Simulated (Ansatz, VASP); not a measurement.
# Cross-check of NaSrLiS2 between VASP and Ansatz

Wanted: the spread between two codes on one cell, functional and k mesh. The cell is invented: As first built, before any earlier steps moved the atoms: it takes the NaLiCdS2 structure with some of its atoms replaced by other elements, volume scaled by an estimate. It may not be a known or stable phase. The cell comes out of the VASP series on this material, whose earlier steps may have relaxed, scaled or displaced it; both programs get it as it stands.

Main program and level: Ansatz 0.2.0; plane waves, with VASP 6.6.1 beside it; band structure at HSE06.

## (1) The starting structure

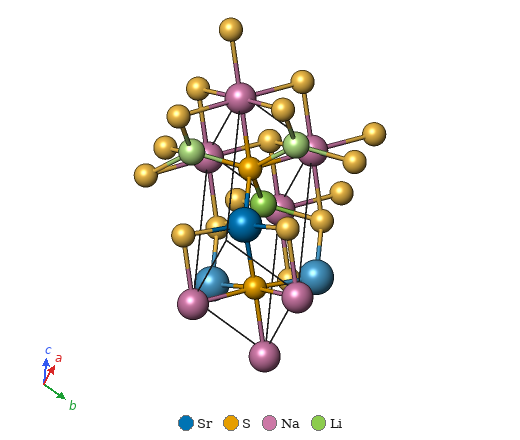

Start, viewed from a free direction; strontium blue, sulfur orange, sodium pink, lithium green. Some periodic images of atoms are drawn too.

## (2) Ansatz: band structure, HSE06

Ansatz runs on its default PAW (the set named soft_2) files.

Levels along a path test the potential and the projectors away from the mesh points.

input.yaml reads:

```yaml
crystal:
  lattice:
    - [4.3660983257, 0.0, 0.0]
    - [-2.1830491678, 3.7811520644, 0.0]
    - [0.0, 0.0, 7.4936637596]
  atoms:
    - { symbol: Sr, position: [0.666666667, 0.333333333, 0.3571367486] }
    - { symbol: S, position: [0.333333333, 0.666666667, 0.1821602464] }
    - { symbol: S, position: [0.666666667, 0.333333333, 0.7400622896] }
    - { symbol: Na, position: [0.0, 0.0, 0.9665531349] }
    - { symbol: Li, position: [0.333333333, 0.666666667, 0.7515155805] }
hamiltonian:
  xc: { exchange: pbe, correlation: pbe, exx: { coeff: 0.25, omega: 0.2 } }
  pseudopotentials: { kind: paw }
kpoints:
  mp_grid: { grid: [4, 4, 2] }
  band_path:
    path:
      - [0.0, 0.0, 0.0]
      - [0.4, 0.0, 0.0]
      - [0.4, 0.2, 0.0]
      - [0.2, 0.2, 0.0]
      - [0.0, 0.0, 0.1]
      - [0.0, 0.0, 0.5]
      - [0.4, 0.0, 0.5]
      - [0.4, 0.2, 0.5]
      - [0.2, 0.2, 0.5]
      - [0.5, 0.0, 0.4]
      - [0.33333, 0.33333, 0.0]
      - [0.33333, 0.33333, 0.5]
    npoints: 1
scf:
  occupations: { method: gaussian, width: 0.05 }
  n_extra_bands: 8
output:
  forces: true
  stress: true
  eigenvalues: true
```

On the command line:

```
> ansatz run input.yaml --threads 4 --pin off --max-ram 9216MiB --backend cpu --events-out ev --progress --plain --runs-dir out
```

Numbers of over 12 decimals in the logs are rounded to 6 here.

What it wrote:

```text
Warning: output.stress: scf.convergence.dr2_threshold = 1e-7 eV (the SCF's general default) is looser than the 5e-10 eV advised for a printed stress (1e-10 eV for each atom of the cell: 5). What an SCF threshold leaves in a stress goes as its square root, and in the free energy as the threshold itself, and one threshold admits the most on a small cell: [figures from the program's tests cut] Set scf.convergence.dr2_threshold to 5e-10 eV or tighter. The threshold is an SCF's pass mark: one that does not reach it within its budget of iterations ends unconverged, or closes short of it on a stop that the run arms, and scf.convergence.dr2_threshold's page says what that costs each kind of run
Warning: output.stress: scf.exx.energy_threshold = 1e-6 eV is looser than the 5e-8 eV advised for a stress under a hybrid functional (1e-8 eV for each atom of the cell: 5). Every SCF of the exchange loop can meet its threshold on dr2 while the loop round them stops early: no threshold on dr2 bounds what that leaves in the stress. Set scf.exx.energy_threshold to 5e-8 eV or tighter. The threshold is the loop's pass mark: a loop that does not reach it within its budget of cycles ends unconverged, and scf.exx.energy_threshold's page has the law
scf.n_extra_bands = 8 over 17 filled bands (N_el = 34.0): the run solves 25 bands
Engine: ansatz 0.2.0, aarch64-unknown-linux-gnu
Pseudopotentials: kind: paw
Pseudopotential: Sr, paw, valence charge 10, recommended cutoff 420 eV (normal), Sr.paw.azcp
Pseudopotential: S, paw, valence charge 6, recommended cutoff 420 eV (normal), S.paw.azcp
Pseudopotential: Na, paw, valence charge 9, recommended cutoff 420 eV (normal), Na.paw.azcp
Pseudopotential: Li, paw, valence charge 3, recommended cutoff 420 eV (normal), Li.paw.azcp
Functional definition: unnamed
  parameter a_1 = 0.25
  parameter omega_1 = 0.2/angstrom
  exchange = pbe_x + (-a_1)*pbe_x_sr(omega_1) + a_1*exact_x_sr(omega_1)
  correlation = pbe_c
Crystal: 5 atoms, lattice volume = 123.712 Å³
Basis set: ecut = 420 eV, 2431 PW (Γ), exchange–correlation on 60×60×108 points (8 copies of the dense FFT grid, shifted against one another)
Bands: 25, of which v1, the nominal top of the filled ones, is band 17 counted from 1 (16 counted from 0)
Symmetry: 6 space group operations
Space group: P3m1 (ITA 156), of the structure as read, at distance tolerance 5.0e-5 Å
k-points: 8 of 32 (time reversal used)
Non-local potential: Sr, projectors of the file, l = 0: 3, l = 1: 2, l = 2: 2
Non-local potential: S, projectors of the file, l = 0: 2, l = 1: 2, l = 2: 2
Non-local potential: Na, projectors of the file, l = 0: 3, l = 1: 2, l = 2: 1
Non-local potential: Li, projectors of the file, l = 0: 3, l = 1: 2, l = 2: 1
PAW form: soft (Blöchl's): semilocal exchange-correlation on the pseudo side does not see the compensation charge
PAW frozen core: Sr, regenerated for the run's functional, and the local potential with it (the file was generated under x = pbe(κ = 0.804, μ = 0.219515), c = pbe(β = 0.066725))
PAW frozen core: S, regenerated for the run's functional, and the local potential with it (the file was generated under x = pbe(κ = 0.804, μ = 0.219515), c = pbe(β = 0.066725))
PAW frozen core: Na, regenerated for the run's functional, and the local potential with it (the file was generated under x = pbe(κ = 0.804, μ = 0.219515), c = pbe(β = 0.066725))
PAW one-centre angular grid: Sr, 110 points (default); XC on 64 Gauss nodes
PAW one-centre angular grid: S, 110 points (default); XC on 64 Gauss nodes
PAW one-centre angular grid: Na, 110 points (default); XC on 96 Gauss nodes
PAW one-centre angular grid: Li, 110 points (default); XC on 96 Gauss nodes
Initial density: superposition of atomic densities (neutral atoms: chi_scale 0, normalization atom), corrected by the library's trained network
Initial wavefunctions: pseudopotential atomic-orbital guess
Functional: x = pbe(κ = 0.804, μ = 0.219515), c = pbe(β = 0.066725), warm-up for x = pbe(κ = 0.804, μ = 0.219515) + 0.25 (exact − pbe) at short range (hse, ω = 0.2 Å⁻¹), c = pbe(β = 0.066725)
SCF iter   1: F=—  HF=-7046.617207 eV  |F-HF|=—  |Δ(HF+E_count)|=         —  Δρ=1.13e-3  dr2=3.06e-3  ethr=1.77e-3  ⟨swp⟩=12.5  Hψ=1123  notcnv=0
preconditioner: auto → none  [insulator: Δε(μ)=2.621 eV  Ē_g=12.515 eV  σ=0.050 eV  W_gap=1.00  n_scr=22 (ndim 8)  ℏωp=15.7 eV  f_vac=0.030  D(μ)=0.00/eV (n_scr^D=0)]
SCF iter   2: F=—  HF=-7046.617794 eV  |F-HF|=—  |Δ(HF+E_count)|=   5.87e-4  Δρ=6.35e-4  dr2=1.18e-3  ethr=9.01e-6  ⟨swp⟩=4.6  Hψ=540  notcnv=0
SCF iter   3: F=-7046.617650 eV  HF=-7046.617639 eV  |F-HF|=1.09e-5  |Δ(HF+E_count)|=   1.55e-4  Δρ=3.16e-4  dr2=1.51e-4  ethr=3.48e-6  ⟨swp⟩=3.0  Hψ=386  notcnv=0
SCF 1 stopped early in 3 iterations: F = -7046.617650 eV  dr2 = 1.51e-4
  greatest PAW one-centre occupation: 1.000 electrons in one spin orbital (limit 2), on the Li atom at site 4 (counted from 0), in its partial waves of l = 0
Initial density: handed on by an earlier stage of this run
Initial wavefunctions: those handed on with the density
Functional: x = pbe(κ = 0.804, μ = 0.219515) + 0.25 (exact − pbe) at short range (hse, ω = 0.2 Å⁻¹), c = pbe(β = 0.066725)
Exchange kernel: α = 0.2500, screened, ω = 0.2000 Å⁻¹, Wigner–Seitz truncation, v(0) = 1113.7936 eV·Å³, q-mesh 4×4×2, nearest image of the exchange supercell L = 14.99 Å, pair-density grid 18×18×32, without the augmentation charges, whose exchange is taken in its separable form by FFT convolution over the k-point mesh (sized by the pseudopotential files, 27×27×54 at the most), smooth part of the exact exchange by density-matrix convolution
Frozen-core exchange: fock
SCF iter   1: F=—  HF=-7050.831807 eV  |F-HF|=—  |Δ(HF+E_count)|=         —  Δρ=3.62e-3  dr2=1.86e-2  ethr=4.43e-6  ⟨swp⟩=10.0  Hψ=1003  notcnv=0
preconditioner: auto → none  [insulator: Δε(μ)=3.620 eV  Ē_g=10.654 eV  σ=0.050 eV  W_gap=1.00  n_scr=22 (ndim 8)  ℏωp=13.4 eV  f_vac=0.031  D(μ)=0.00/eV (n_scr^D=0)]
SCF iter   2: F=—  HF=-7050.825666 eV  |F-HF|=—  |Δ(HF+E_count)|=   6.14e-3  Δρ=1.43e-3  dr2=5.07e-3  ethr=4.43e-6  ⟨swp⟩=4.0  Hψ=609  notcnv=0
SCF iter   3: F=—  HF=-7050.824927 eV  |F-HF|=—  |Δ(HF+E_count)|=   7.38e-4  Δρ=6.36e-4  dr2=1.55e-3  ethr=4.43e-6  ⟨swp⟩=3.4  Hψ=402  notcnv=0
SCF iter   4: F=—  HF=-7050.830578 eV  |F-HF|=—  |Δ(HF+E_count)|=   5.65e-3  Δρ=4.58e-4  dr2=3.30e-4  ethr=2.69e-6  ⟨swp⟩=3.9  Hψ=494  notcnv=0
iter 5 solved again at ethr=2.29e-8 eV; its pass at ethr=9.09e-7 eV (dr2=7.79e-6 eV) is discarded
SCF iter   5: F=—  HF=-7050.830503 eV  |F-HF|=—  |Δ(HF+E_count)|=   7.56e-5  Δρ=8.94e-5  dr2=1.74e-5  ethr=2.29e-8  ⟨swp⟩=4.1  Hψ=854  notcnv=0  defer=1
SCF iter   6: F=—  HF=-7050.830584 eV  |F-HF|=—  |Δ(HF+E_count)|=   8.12e-5  Δρ=5.77e-5  dr2=1.46e-5  ethr=2.29e-8  ⟨swp⟩=4.2  Hψ=540  notcnv=0
SCF iter   7: F=-7050.830579 eV  HF=-7050.830581 eV  |F-HF|=1.15e-6  |Δ(HF+E_count)|=   3.32e-6  Δρ=1.39e-5  dr2=5.20e-7  ethr=2.29e-8  ⟨swp⟩=3.0  Hψ=385  notcnv=0
SCF 2 stopped early in 7 iterations: F = -7050.830579 eV  dr2 = 5.20e-7
  Residual-converged pass: ⟨swp⟩=4.0  Hψ=555  notcnv=0  max |occ|·‖R‖ = 6.5e-6 eV (tolerance 6.7e-6 eV)  dr2=5.24e-7  dr2_onsite=1.13e-8  max |Δocc| = 0.0e0
  greatest PAW one-centre occupation: 0.999 electrons in one spin orbital (limit 2), on the Na atom at site 3 (counted from 0), in its partial waves of l = 0
hybrid outer 1: dexx = +6.290e-3 eV, tail = 9.16e-6 eV
Exchange kernel: α = 0.2500, screened, ω = 0.2000 Å⁻¹, Wigner–Seitz truncation, v(0) = 1113.7936 eV·Å³, q-mesh 4×4×2, nearest image of the exchange supercell L = 14.99 Å, pair-density grid 18×18×32, without the augmentation charges, whose exchange is taken in its separable form by FFT convolution over the k-point mesh (sized by the pseudopotential files, 27×27×54 at the most), smooth part of the exact exchange by density-matrix convolution
Frozen-core exchange: fock
SCF iter   1: F=—  HF=-7050.830527 eV  |F-HF|=—  |Δ(HF+E_count)|=         —  Δρ=3.09e-5  dr2=5.85e-7  ethr=1.35e-7  ⟨swp⟩=6.6  Hψ=587  notcnv=0
preconditioner: auto → none  [insulator: Δε(μ)=3.619 eV  Ē_g=10.616 eV  σ=0.050 eV  W_gap=1.00  n_scr=22 (ndim 8)  ℏωp=13.4 eV  f_vac=0.035  D(μ)=0.00/eV (n_scr^D=0)]
SCF iter   2: F=—  HF=-7050.830527 eV  |F-HF|=—  |Δ(HF+E_count)|=   2.65e-7  Δρ=9.19e-6  dr2=3.99e-8  ethr=1.56e-9  ⟨swp⟩=3.1  Hψ=416  notcnv=0
SCF iter   3: F=—  HF=-7050.830527 eV  |F-HF|=—  |Δ(HF+E_count)|=   8.71e-8  Δρ=3.34e-6  dr2=9.03e-9  ethr=9.08e-11  ⟨swp⟩=4.9  Hψ=555  notcnv=0  defer=5
SCF iter   4: F=-7050.830527 eV  HF=-7050.830527 eV  |F-HF|=9.09e-11  |Δ(HF+E_count)|=   3.36e-9  Δρ=4.61e-7  dr2=2.48e-10  ethr=2.50e-11  ⟨swp⟩=3.2  Hψ=459  notcnv=0  defer=1
SCF 3 converged in 4 iterations: F = -7050.830527 eV  dr2 = 2.48e-10
  Residual-converged pass: ⟨swp⟩=3.4  Hψ=462  notcnv=0  max |occ|·‖R‖ = 7.0e-7 eV (tolerance 7.0e-7 eV)  dr2=2.54e-10  dr2_onsite=3.27e-11  max |Δocc| = 0.0e0
hybrid outer 2: dexx = +1.193e-7 eV, tail = 4.42e-9 eV, Δε = 2.70e-3 eV (about 6.87e-5 eV left of the loop's levels), ΔF = 2.45e-3 eV/Å (tail 2.92e-4)
NSCF: frozen V_eff on 12 k-points
hybrid SCF converged: 2 outer / 11 inner (+3 warm-up), last move |dexx| = 1.19e-7 eV, tail = 4.42e-9 eV
Stability not checked: this state was not tested for a lower state beside it, because the functional holds exact exchange (a hybrid, or Hartree-Fock), whose exchange loop this test does not read (fock_operator; see scf.lower_state_search)
Free energy (F): -7050.830527 eV
Frozen-core exchange: fock
Harris-Foulkes:  -7050.830527 eV  (|F-HF|=9.09e-11)
Internal energy: -7050.830527 eV  (E = F + TS)
E sigma→0 (E₀):  -7050.830527 eV
Fermi energy:    4.312760 eV
--- Per-component energies (eV) ---
  E_band       = -493.327115
  E_kinetic    = 603.395839
  E_local      = -2529.488711  (includes V_loc(G=0)·N_el)
  E_nonlocal   = 339.953484
  E_hartree    = 834.154369
  E_xc         = -335.991059
  E_vxc        = -322.899211  (∫ρ·V_xc dr)
  E_exx        = -101.037279  (= α·E_x^exact, valence–valence)
  E_paw        = -4165.824736  (= ΣΔE_a)
  E_vpaw       = -50.522998  (= ΣTr[D̂ρ^β])
  E_aug_tail   = 0.000004  (compensation charges beyond the density's cutoff)
  E_ewald      = -1695.399642
  E_core_change = -0.592796  (= ΣΔE_core)
  E_smearing   = -0.000000  (= −TS)
  E_closure    = -0.000000  (closes the sum)
  Σ components = -7050.830527   (vs F -7050.830527, Δ=0.00e0)
--- Forces (eV/Å), atoms counted from 1 ---
  atom   1  Sr     0.00000000     0.00000000    -0.04120794
  atom   2  S      0.00000000    -0.00000000     0.06303526
  atom   3  S     -0.00000000     0.00000000    -0.05473618
  atom   4  Na    -0.00000000    -0.00000000    -0.00007645
  atom   5  Li    -0.00000000    -0.00000000     0.03298255
  max |Σ_I F_I| component: 2.75e-6 eV/Å
--- Stress (GPa, compression-positive) ---
       -0.520159      -0.000000       0.000000
       -0.000000      -0.520159       0.000000
        0.000000       0.000000      -0.522622
  P = ⅓ Tr σ = -0.5210 GPa (-5.210 kbar)
--- Band table (eV; the first three rows and the last of 8) ---
  k-point 0: bands = [... 13 lower, 1.7969, 2.2392, 2.4711, 2.4711, 6.1220, 8.5739, 8.9977, 8.9977, ... 4 higher]
  k-point 1: bands = [... 13 lower, 1.7681, 1.7681, 2.5031, 2.5031, 7.1217, 8.2357, 9.0826, 9.0826, ... 4 higher]
  k-point 2: bands = [... 13 lower, 1.5469, 1.7928, 2.1994, 2.2780, 7.2138, 7.8738, 8.7867, 9.2671, ... 4 higher]
  k-point 7: bands = [... 13 lower, 1.2473, 1.6086, 2.0670, 2.4096, 7.1548, 7.5556, 9.5018, 9.7494, ... 4 higher]
```

Elapsed: 40 s, on 4 threads of Arm Neoverse V1, shared host; peak memory 1.2 GiB.

Reading the cycles: dr2 is the Hartree energy of the density residual (eV), the measure of convergence; HF is the Harris–Foulkes estimate of the energy, which meets the free energy F at convergence.

(Part 1 of 2 ends here.)

[Lines on the potential files, build, host, timing and source positions are cut from VASP's logs without a mark.]

[Logs are printed without paths, hosts, clocks, repeated set-up lines and the standing remarks that a program may print on its own settings, such as how far it seeks lower states.]

[Hosts, paths, dates, database ids (printed as entryN), source tags and the programs' standing remarks are cut or masked in the printed files.]
